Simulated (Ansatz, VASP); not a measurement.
**Rh (free-standing square Rh monolayer, spacing 3.069 A): VASP beside Ansatz**

Wanted: the spread between two codes on one cell, functional and k mesh.

Main program and level: Ansatz 0.2.0; plane waves, with VASP 6.6.1 beside it; single point at r2SCAN.

### 1. The structure

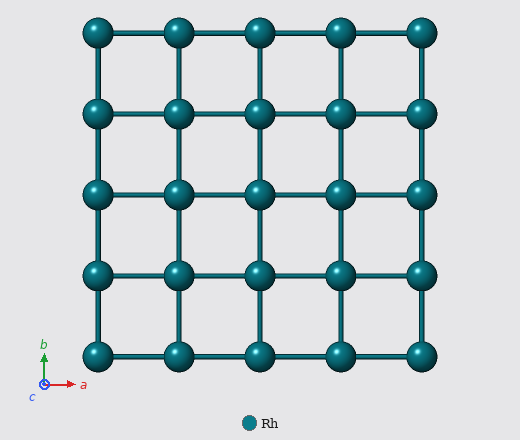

Start, viewed from above; rhodium blue. 4×4×1 cells are drawn. Some periodic images of atoms are drawn too.

The cell holds 1 atom: 1 Rh. Cell: a = 3.069 Å, b = 3.069 Å, c = 14.000 Å, α = 90.0°, β = 90.0°, γ = 90.0°. Model lattice. Vacuum lies along c.

### 2. VASP: single point, r2SCAN

A single point gives forces, pressure and levels at one fixed geometry, so differences don't come from the geometry; what else differs is listed under the comparison.

Lines of VASP's logs that name or quote its potential files are left out, and so is its time.

The input, INCAR:

```
SYSTEM = Rh
PREC = Normal
ENCUT = 350
EDIFF = 1E-07
NELM = 150
ISMEAR = 0
SIGMA = 0.05
LREAL = .FALSE.
ALGO = Normal
METAGGA = R2SCAN
LASPH = .TRUE.
NBANDS = 14
ISPIN = 2
MAGMOM = 0.6
LMAXMIX = 4
LORBIT = 11
LWAVE = .FALSE.
LCHARG = .TRUE.
KPAR = 4
AMIX = 0.2
BMIX = 1E-04
AMIX_MAG = 0.8
BMIX_MAG = 1E-04
```

The input, POSCAR:

```
Rh
1.0
    3.0690000000      0.0000000000      0.0000000000
    0.0000000000      3.0690000000      0.0000000000
    0.0000000000      0.0000000000     14.0000000000
Rh
1
Direct
    0.0000000000      0.0000000000      0.5000000000
```

The input, KPOINTS:

```
Automatic mesh
0
Gamma
11 11 1
0 0 0
```

The projector-augmented-wave data sets are Rh_pv (PBE family, release 64).

On the command line:

```
$ mpirun -np 4 vasp_std
```

Numbers of over 12 decimals in the logs are rounded to 6 here.

The program printed:

```text
[banner, memory and clock lines left out]
running    4 mpi-ranks, on    1 nodes
 distrk:  each k-point on    1 cores,    4 groups
 distr:  one band on    1 cores,    1 groups

 POSCAR found type information on POSCAR Rh
 POSCAR found :  1 types and       1 ions
|                                                                             |
|               ----> ADVICE to this user running VASP <----                  |
|                                                                             |
|     You enforced a specific xc type in the INCAR file but a different       |
|     [... a line on the potential file left out ...]
|     I HOPE YOU KNOW WHAT YOU ARE DOING!                                     |
|                                                                             |

 LDA part: xc-table for (None), standard interpolation
 POSCAR, INCAR and KPOINTS ok, starting setup
 FFT: planning ... GRIDC
 FFT: planning ... GRID_SOFT
 FFT: planning ... GRID
 WAVECAR not read
 entering main loop
       N       E                     dE             d eps       ncg     rms          rms(c)
DAV:   1     0.290440572798E+02    0.29044E+02   -0.73336E+03  1544   0.585E+02
DAV:   2    -0.231718139955E+02   -0.52216E+02   -0.47442E+02  1440   0.168E+02
DAV:   3    -0.248476689736E+02   -0.16759E+01   -0.15887E+01  1296   0.272E+01
DAV:   4    -0.248619796142E+02   -0.14311E-01   -0.14305E-01  1570   0.285E+00
DAV:   5    -0.248621964523E+02   -0.21684E-03   -0.21683E-03  1370   0.297E-01    0.461E+00
DAV:   6    -0.205315459197E+02    0.43307E+01   -0.29414E+00  1272   0.170E+01    0.337E+00
DAV:   7    -0.205223486456E+02    0.91973E-02   -0.62052E-02  1242   0.209E+00    0.212E+00
DAV:   8    -0.205932703355E+02   -0.70922E-01   -0.13184E-01  1176   0.217E+00    0.127E+00
DAV:   9    -0.205990741182E+02   -0.58038E-02   -0.94741E-03  1224   0.903E-01    0.110E+00
DAV:  10    -0.206088738713E+02   -0.97998E-02   -0.43698E-03  1230   0.396E-01    0.113E+00
DAV:  11    -0.205843348050E+02    0.24539E-01   -0.16603E-02  1200   0.569E-01    0.101E+00
DAV:  12    -0.205470268138E+02    0.37308E-01   -0.13453E-01  1188   0.136E+00    0.729E-01
DAV:  13    -0.205711421541E+02   -0.24115E-01   -0.12018E-02  1218   0.853E-01    0.606E-01
DAV:  14    -0.205748426606E+02   -0.37005E-02   -0.33707E-02  1176   0.947E-01    0.526E-01
[...]
DAV:  97    -0.205759367669E+02   -0.29191E-05   -0.84822E-07  1152   0.109E-02    0.123E-03
DAV:  98    -0.205759369776E+02   -0.21077E-06   -0.11176E-06  1080   0.109E-02    0.120E-03
DAV:  99    -0.205759393232E+02   -0.23456E-05   -0.58312E-07  1176   0.965E-03    0.115E-03
DAV: 100    -0.205759356664E+02    0.36569E-05   -0.17997E-06  1176   0.175E-02    0.111E-03
DAV: 101    -0.205759372866E+02   -0.16202E-05   -0.32885E-06  1176   0.223E-02    0.111E-03
DAV: 102    -0.205759337102E+02    0.35764E-05   -0.18482E-06  1176   0.174E-02    0.115E-03
DAV: 103    -0.205759353647E+02   -0.16546E-05   -0.72891E-07  1176   0.108E-02    0.113E-03
DAV: 104    -0.205759354572E+02   -0.92435E-07   -0.77510E-07  1176   0.110E-02
   1 F= -.20575935E+02 E0= -.20572531E+02  d E =-.680880E-02  mag=     1.7438
```

OUTCAR, selected parts (step 2):

```text
ion  position               nearest neighbor table
   1  0.000  0.000  0.500-

  LATTYP: Found a simple tetragonal cell.
 ALAT       =     3.0690000000
 C/A-ratio  =     4.5617464972

 Subroutine GETGRP returns: Found 16 space group operations
 (whereof 16 operations were pure point group operations)

The static configuration has the point symmetry D_4h.

 Found     21 irreducible k-points:

   k-points           NKPTS =     21   k-points in BZ     NKDIM =     21   number of bands    NBANDS=     14

   dimension x,y,z NGX =    14 NGY =   14 NGZ =   64
   dimension x,y,z NGXF=    28 NGYF=   28 NGZF=  128

   ENCUT  =  350.0 eV  25.72 Ry    5.07 a.u.   4.68  4.68 21.36*2*pi/ulx,y,z

   NELECT =      15.0000    total number of electrons

 k-points in reciprocal lattice and weights: Automatic mesh
   0.00000000  0.00000000  0.00000000       0.008
   0.09090909  0.00000000  0.00000000       0.033
   0.18181818  0.00000000  0.00000000       0.033
   0.27272727  0.00000000  0.00000000       0.033
   0.36363636  0.00000000  0.00000000       0.033
   0.45454545  0.00000000  0.00000000       0.033
   0.09090909  0.09090909  0.00000000       0.033
   0.18181818  0.09090909  0.00000000       0.066
   0.27272727  0.09090909  0.00000000       0.066
[...]
0.45454545  0.36363636  0.00000000       0.066
   0.45454545  0.45454545  0.00000000       0.033

 average (electrostatic) potential at core
       1 -89.9780

 E-fermi :  -3.4868

 spin component 1
 k-point     1 :       0.0000    0.0000    0.0000
  band No.  band energies     occupation
    ...
      5      -6.5068      1.00000
      6      -4.9867      1.00000
      7      -4.8726      1.00000
      8      -4.8726      1.00000
      9      -4.5809      1.00000
     10      -1.0926      0.00000
     11       1.7168      0.00000
     12       2.9394      0.00000
     13       3.3136      0.00000
     14       6.4603      0.00000

 k-point     2 :       0.0909    0.0000    0.0000
  band No.  band energies     occupation
    ...
      5      -6.3958      1.00000
      6      -4.9922      1.00000
      7      -4.9340      1.00000
      8      -4.8647      1.00000
      9      -4.6419      1.00000
     10      -0.8900      0.00000
     11       1.8451      0.00000
     12       3.0822      0.00000
     13       3.4376      0.00000
     14       6.6053      0.00000

 k-point     3 :       0.1818    0.0000    0.0000
  band No.  band energies     occupation
    ...
      5      -5.9058      1.00000
      6      -5.2775      1.00000
      7      -4.8437      1.00000
      8      -4.8014      1.00000
      9      -4.7510      1.00000
     10      -0.3406      0.00000
     11       2.2305      0.00000
     12       3.5039      0.00000
     13       3.8106      0.00000
     14       7.0277      0.00000

 k-point     4 :       0.2727    0.0000    0.0000
  band No.  band energies     occupation
    ...
      5      -5.5972      1.00000
      6      -5.2818      1.00000
      7      -5.0009      1.00000
      8      -4.8161      1.00000
      9      -4.2530      1.00000
     10       0.4585      0.00000
     11       2.8740      0.00000
     12       4.1836      0.00000
     13       4.4270      0.00000
     14       4.6993      0.00000

 k-point     5 :       0.3636    0.0000    0.0000
  band No.  band energies     occupation
    ...
      4      -6.2658      1.00000
      5      -5.8552      1.00000
      6      -5.1762      1.00000
      7      -4.9375      1.00000
      8      -4.7904      1.00000
      9      -3.1413      0.00000
     10       1.4292      0.00000
     11       2.4564      0.00000
     12       3.7839      0.00000
     13       5.0358      0.00000
    ...

 k-point     6 :       0.4545    0.0000    0.0000
  band No.  band energies     occupation
    ...
      4      -6.2098      1.00000
      5      -5.9964      1.00000
      6      -5.2769      1.00000
      7      -4.8032      1.00000
      8      -4.7749      1.00000
      9      -1.6364      0.00000
     10       0.4569      0.00000
     11       2.3796      0.00000
     12       4.9311      0.00000
     13       4.9508      0.00000
    ...

  Total       -4.8539311     -4.8539311     -0.1864083      0.0000000      0.0000000      0.0000000
  in kB      -58.9769588    -58.9769588     -2.2649262      0.0000000      0.0000000      0.0000000
  external PRESSURE =     -40.0729479 kB  Pullay stress =       0.0000000 kB

  energy-cutoff  :      350.00
  volume of cell :      131.86
      direct lattice vectors                 reciprocal lattice vectors
     3.069000000  0.000000000  0.000000000     0.325839036  0.000000000  0.000000000
     0.000000000  3.069000000  0.000000000     0.000000000  0.325839036  0.000000000
     0.000000000  0.000000000 14.000000000     0.000000000  0.000000000  0.071428571

 POSITION                                       TOTAL-FORCE (eV/Angst)
 -----------------------------------------------------------------------------------
      0.00000      0.00000      7.00000         0.000000      0.000000      0.000000
 -----------------------------------------------------------------------------------
    total drift:                               -0.000000     -0.000000      0.000000

  FREE ENERGIE OF THE ION-ELECTRON SYSTEM (eV)
  ---------------------------------------------------
  free  energy   TOTEN  =       -20.5759354572 eV

  energy  without entropy=      -20.5691266604  energy(sigma->0) =      -20.57253106

 total charge
# of ion       s       p       d       tot
------------------------------------------
    1        0.273   6.024   7.078  13.375

 magnetization (x)
# of ion       s       p       d       tot
------------------------------------------
    1        0.006  -0.002   1.712   1.716

[... 6 further parts left out ...]
```

(Continued in part 2 of 2.)

[Lines on the potential files, build, host, timing and source positions are cut from VASP's logs without a mark.]

[Logs are printed without paths, hosts, clocks, repeated set-up lines and the standing remarks that a program may print on its own settings, such as how far it seeks lower states.]

[Hosts, paths, dates, database ids (printed as entryN), source tags and the programs' standing remarks are cut or masked in the printed files.]
